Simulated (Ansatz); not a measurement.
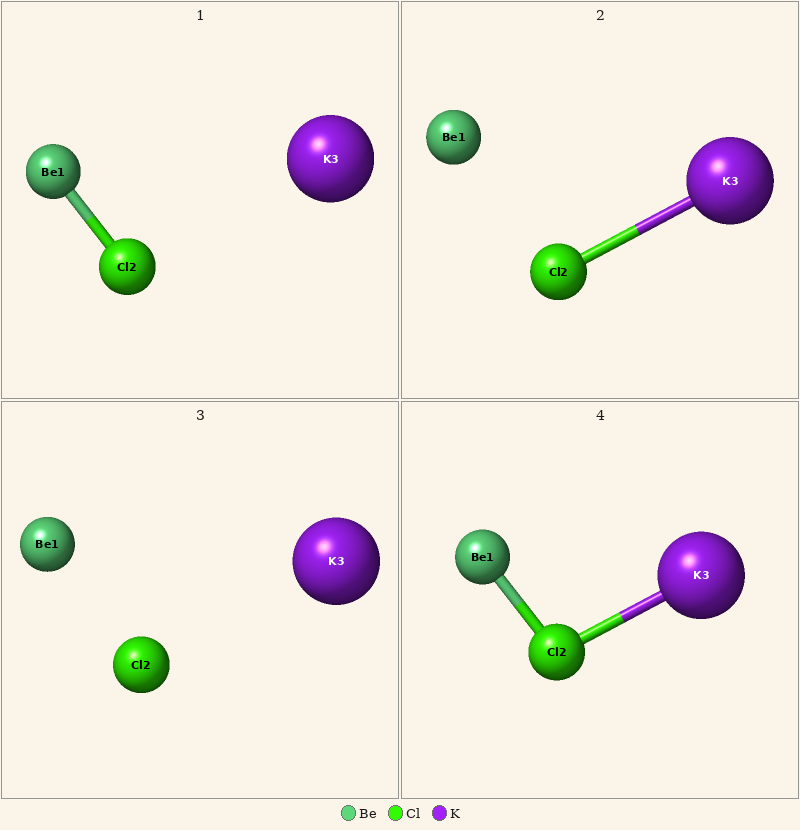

The system Be + ClK. 
- First axis: distance Be1–Cl2. Second axis: distance Cl2–K3.
- Nothing is relaxed (the angle Be1–Cl2–K3 is fixed at 100 degrees).
- The grid has 16 × 16 points.
- Energies are in eV, from Be far from the relaxed ClK (each part in its own basis).
- The reference is spin-restricted, so regions where a bond is pulled apart into radicals lie too high.
- The calculation used RKS PBE0-D4/def2-SVPD in Ansatz 0.2.0.

The numbered pictures are structures from this grid.

Which is the most stable, and how do the others follow?

Answer. 4, at distance Be1–Cl2 = 2.063 Å, distance Cl2–K3 = 2.799 Å: −0.72 eV; 1, at distance Be1–Cl2 = 2.063 Å, distance Cl2–K3 = 3.936 Å: −0.16 eV; 2, at distance Be1–Cl2 = 2.920 Å, distance Cl2–K3 = 3.323 Å: 0.035 eV; 3, at distance Be1–Cl2 = 2.614 Å, distance Cl2–K3 = 3.776 Å: 0.22 eV.

The map, with the structures marked:

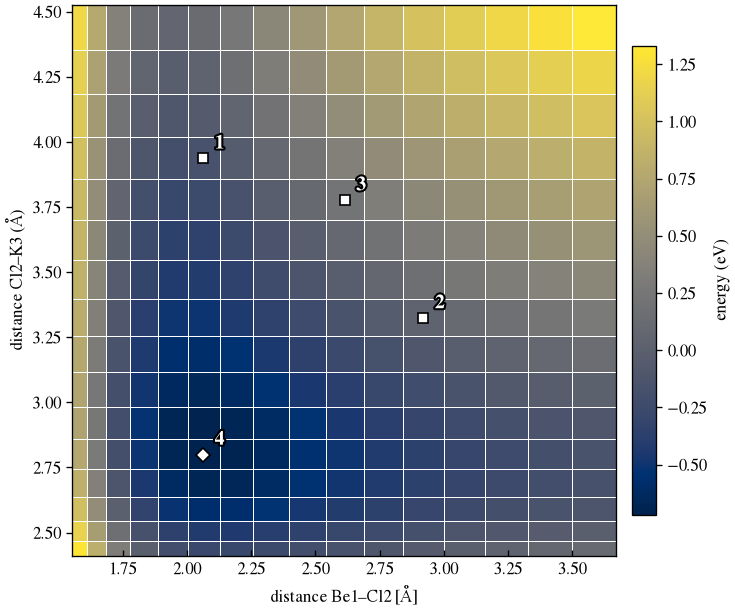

Drawn: one coloured cell a grid point.
